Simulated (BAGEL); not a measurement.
**BNH3S (SMILES N[B]S): UHF/6-31G(d) (density fitting with qzvpp-jkfit, spherical functions)**

Aim: the vertical ionisation energy of BNH3S at UHF/6-31G* (density fitting with qzvpp-jkfit, spherical functions), from 2 runs. 

Program for the calculation: BAGEL 1.2.2.

**1. The structure to begin with**

BNH3S: 6 atoms, total charge 0, spin state doublet. SMILES: `N[B]S`. The coordinates come from a PBE0-D4/def2-TZVP relaxation. This is a higher conformer, about 7 kJ/mol above the lowest found by a separate search.

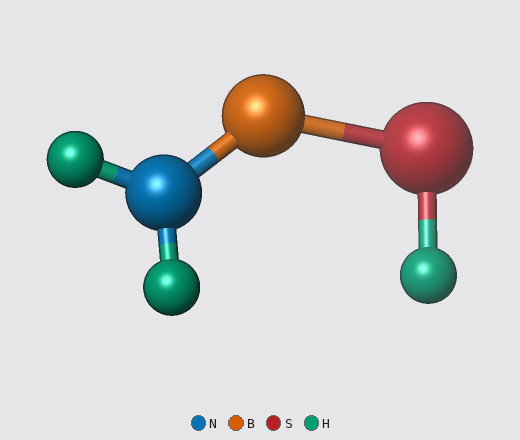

Viewed from a chosen angle; nitrogen blue, boron orange, sulfur red, hydrogen teal.

**2. A single-point energy at UHF/6-31G(d) (density fitting with qzvpp-jkfit, spherical functions)**

Contents of calc.json:

```json
{ "bagel": [

{
  "title": "molecule",
  "basis": "6-31gs.json",
  "df_basis": "qzvpp-jkfit",
  "angstrom": true,
  "geometry": [
    { "atom": "N", "xyz": [   -0.621200,    0.083000,   -0.756700 ] },
    { "atom": "B", "xyz": [   -0.538400,   -0.445500,    0.515700 ] },
    { "atom": "S", "xyz": [    0.781100,   -0.475200,    1.709200 ] },
    { "atom": "H", "xyz": [   -1.454200,    0.016000,   -1.315600 ] },
    { "atom": "H", "xyz": [    0.135500,    0.569200,   -1.216600 ] },
    { "atom": "H", "xyz": [    1.739200,    0.188500,    1.017800 ] }
  ]
},
{
  "title": "uhf",
  "nopen": 1
},
{
  "title": "print",
  "file": "orbitals.molden",
  "orbitals": true
}

]}
```

The basis set 6-31G* is read from a file made from the Basis Set Exchange's data (not shown).

Launch:

```
BAGEL_NUM_THREADS=1 BAGEL calc.json > calc.out
```

What it wrote:

```text
* using 1 threads per process

  ===============================================================
  ===============================================================

  *** Geometry ***

  { "atom" : "N", "xyz" : [     -1.173898,      0.156847,     -1.429956 ] },
  { "atom" : "B", "xyz" : [     -1.017429,     -0.841873,      0.974532 ] },
  { "atom" : "S", "xyz" : [      1.476065,     -0.897998,      3.229920 ] },
  { "atom" : "H", "xyz" : [     -2.748040,      0.030236,     -2.486124 ] },
  { "atom" : "H", "xyz" : [      0.256058,      1.075632,     -2.299041 ] },
  { "atom" : "H", "xyz" : [      3.286612,      0.356213,      1.923363 ] },

  Number of auxiliary basis functions:      334

  Since a DF basis is specified, we compute 2- and 3-index integrals:
    o Being stored without compression. Storage requirement is 0.007 GB

  Number of basis functions:       52
  Number of electrons      :       31

    * METHOD: MOLECULE                             0.10

  *** Open-shell HF ***

  === Nuclear Repulsion ===
    81.7052129035

      * DIIS with orbital gradients will be used.

  === UHF iteration (6-31gs.json) ===
      0       -478.22966473          0.05105377           0.05
      1       -478.35210093          0.02791034           0.06
      2       -478.38155559          0.01561395           0.04
      3       -478.39369893          0.00186352           0.04
      4       -478.39449805          0.00037292           0.04
      5       -478.39457479          0.00014945           0.05
      6       -478.39460581          0.00003903           0.04
      7       -478.39461349          0.00001549           0.05
      8       -478.39461609          0.00000635           0.05
      9       -478.39461691          0.00000324           0.04
     10       -478.39461717          0.00000195           0.04
     11       -478.39461724          0.00000083           0.04
     12       -478.39461724          0.00000040           0.04
     13       -478.39461724          0.00000013           0.05
     14       -478.39461724          0.00000006           0.04
     15       -478.39461724          0.00000003           0.04
     16       -478.39461724          0.00000002           0.03
     17       -478.39461724          0.00000001           0.04
    * SCF iteration converged.

    * S^2 (UHF) is 0.7570

    * Permanent dipole moment:
           (    0.000714,    -0.496443,     1.129704) a.u.

    * METHOD: UHF                                  0.95

    * METHOD: PRINT                                0.01

  ===============================================================
```

It took 1.2 s on 1 thread of Arm Neoverse V1, shared host; peak memory 0.085 GiB.

**3. The singlet cation at the same level**

Contents of input.json:

```json
{ "bagel": [

{
  "title": "molecule",
  "basis": "6-31gs.json",
  "df_basis": "qzvpp-jkfit",
  "angstrom": "true",
  "geometry": [
    { "atom": "N", "xyz": [      -0.621200,       0.083000,      -0.756700 ] },
    { "atom": "B", "xyz": [      -0.538400,      -0.445500,       0.515700 ] },
    { "atom": "S", "xyz": [       0.781100,      -0.475200,       1.709200 ] },
    { "atom": "H", "xyz": [      -1.454200,       0.016000,      -1.315600 ] },
    { "atom": "H", "xyz": [       0.135500,       0.569200,      -1.216600 ] },
    { "atom": "H", "xyz": [       1.739200,       0.188500,       1.017800 ] }
  ]
},

{
  "title": "hf",
  "charge": 1
},

{
  "title": "print",
  "file": "orbitals.molden",
  "orbitals": "true"
}

]}
```

The basis set 6-31G* is read from a file made from the Basis Set Exchange's data (not shown).

Launch:

```
BAGEL_NUM_THREADS=1 BAGEL input.json > input.out
```

What it wrote:

```text
* using 1 threads per process

  ===============================================================
  ===============================================================

  *** Geometry ***

  { "atom" : "N", "xyz" : [     -1.173898,      0.156847,     -1.429956 ] },
  { "atom" : "B", "xyz" : [     -1.017429,     -0.841873,      0.974532 ] },
  { "atom" : "S", "xyz" : [      1.476065,     -0.897998,      3.229920 ] },
  { "atom" : "H", "xyz" : [     -2.748040,      0.030236,     -2.486124 ] },
  { "atom" : "H", "xyz" : [      0.256058,      1.075632,     -2.299041 ] },
  { "atom" : "H", "xyz" : [      3.286612,      0.356213,      1.923363 ] },

  Number of auxiliary basis functions:      334

  Since a DF basis is specified, we compute 2- and 3-index integrals:
    o Being stored without compression. Storage requirement is 0.007 GB

  Number of basis functions:       52
  Number of electrons      :       31

    * METHOD: MOLECULE                             0.09

  *** RHF ***

  === Nuclear Repulsion ===
    81.7052129035

      * DIIS with orbital gradients will be used.

  === RHF iteration (6-31gs.json) ===
      0       -477.97331427          0.02446904           0.02
      1       -478.07540728          0.01415927           0.01
      2       -478.10900667          0.00224803           0.02
      3       -478.11066842          0.00043934           0.02
      4       -478.11073302          0.00012929           0.02
      5       -478.11074041          0.00003880           0.01
      6       -478.11074110          0.00001316           0.02
      7       -478.11074118          0.00000396           0.03
      8       -478.11074119          0.00000098           0.02
      9       -478.11074119          0.00000028           0.02
     10       -478.11074119          0.00000014           0.02
     11       -478.11074119          0.00000004           0.02
     12       -478.11074119          0.00000002           0.02
     13       -478.11074119          0.00000000           0.02
    * SCF iteration converged.

    * Permanent dipole moment:
           (    0.973575,    -0.218114,     1.327049) a.u.

    * METHOD: HF                                   0.33

    * METHOD: PRINT                                0.01

  ===============================================================
```

Wall time 0.57 s (1 thread of Arm Neoverse V1, shared host); peak memory 0.085 GiB.

**4. Results**

At UHF/6-31G* (density fitting with qzvpp-jkfit, spherical functions):

| quantity | value |
| --- | --- |
| doublet BNH3S: total energy | -478.39462 Eh |
| doublet BNH3S: dipole moment | 3.14 D |
| doublet BNH3S: ⟨S²⟩ | 0.757 |
| singlet cation: total energy | -478.11074 Eh |
| singlet cation: HOMO energy | -16.42 eV |
| singlet cation: LUMO energy | -6.41 eV |
| singlet cation: HOMO–LUMO gap | 10.01 eV |
| vertical ionisation energy (to the singlet cation) | 7.725 eV |

In words: Removing an electron at fixed nuclei costs 7.72 eV (178 kcal/mol). Only the singlet of the ionised species was computed; a triplet could lie lower.
